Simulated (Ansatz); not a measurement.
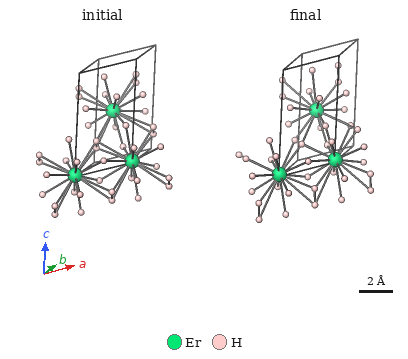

The structure of a crystal of ErH4 (a generated structure, set up in P1) (coarse preliminary run) before (left) and after (right) a relaxation, at one scale.

The picture is a ball-and-stick view of the cell of the calculation, seen slightly off an axis.

These are results of Ansatz 0.2.0, DFT PBE, scalar-relativistic, plane waves, PAW; 4f electrons in the core of a trivalent norm-conserving potential, not measurements.

The input:
```yaml
crystal:
  lattice:
    - [3.59134231, 0.0602881038, -0.0741117979]
    - [1.7058609867, -1.7345960068, 2.9047862493]
    - [1.7649051157, -5.3174810422, -3.0120654017]
  atoms:
    - { symbol: Er, position: [1.0028125651, 0.0148686235, 1.0131566175] }
    - { symbol: Er, position: [0.4594793937, 0.5109255526, 0.5069910287] }
    - { symbol: H, position: [0.0997260276, 0.1329183842, 0.6260306719] }
    - { symbol: H, position: [0.6250820481, 0.6299248272, 0.1209668922] }
    - { symbol: H, position: [0.3225529263, 0.3643369818, 0.8713367405] }
    - { symbol: H, position: [0.9129232342, 0.8631541041, 0.3910077989] }
    - { symbol: H, position: [0.7950043504, 0.6349950239, 0.7951408219] }
    - { symbol: H, position: [0.306394156, 0.1480989087, 0.2837381105] }
    - { symbol: H, position: [0.7419092458, 0.8157575235, 0.6974788197] }
    - { symbol: H, position: [0.2341160527, 0.3850200705, 0.1941524981] }
basis:
  ecutwfc: 770
kpoints:
  mp_grid: { grid: [8, 8, 8] }
hamiltonian:
  xc: pbe
  pseudopotentials:
    kind: paw
    azcp: { Er: "pseudopotentials/pbe/nc/lanthanide_3plus/Er.nc.azcp" }
scf:
  occupations: { method: gaussian, width: 0.2 }
  lower_state_search: "off"
output:
  forces: true
  stress: true
  eigenvalues: true
relax:
  adjacent_minimum: "off"
  f_tol: 0.025
  max_steps: 60
  cell: { stress_tol: 0.25 }
```

Launched with:
```bash
ansatz run input.yaml --threads 1 --pin off --max-ram 2560MiB --backend cpu --events-out ev --progress --plain --runs-dir out
```

Question: Describe what moved and what it gained.

Answer: The run was cut off at its time limit before the relaxation converged, so the last structure is only a point on the way. The largest move relative to the cell is that of H10, 0.50 Å along [−3 1 2]. Largest moves by element: H 0.50 Å, Er 0.20 Å. The volume changes by −1.4 %, with a 3.593 → 3.533 Å (−1.7 %), b 3.789 → 3.760 Å (−0.8 %), c 6.361 → 6.529 Å (+2.6 %), α 81.7° → 77.6°, β 74.2° → 73.3°, γ 64.8° → 64.0°. Among the contacts that change: Er2–H10 2.837 → 2.280 Å, Er1–H10 2.519 → 3.008 Å, Er2–H7 2.641 → 3.101 Å, Er2–H8 2.540 → 2.133 Å. Bond angles that change, for instance: Er1–H6–Er2 117.7° → 103.4°, Er1–H5–Er2 123.3° → 109.8°, Er1–H6–Er2 96.2° → 108.9°. The space group stays P1 (No. 1). Over 4 geometry steps the energy falls by 0.621 eV per cell of the calculation. Largest force component: 0.77 eV/Å at the start, 0.86 eV/Å at the end. The pressure goes from −0.74 to 0.13 GPa. The run took 8.3 min on 1 thread of Arm Neoverse V2, on a shared host, peak memory 1.2 GiB.
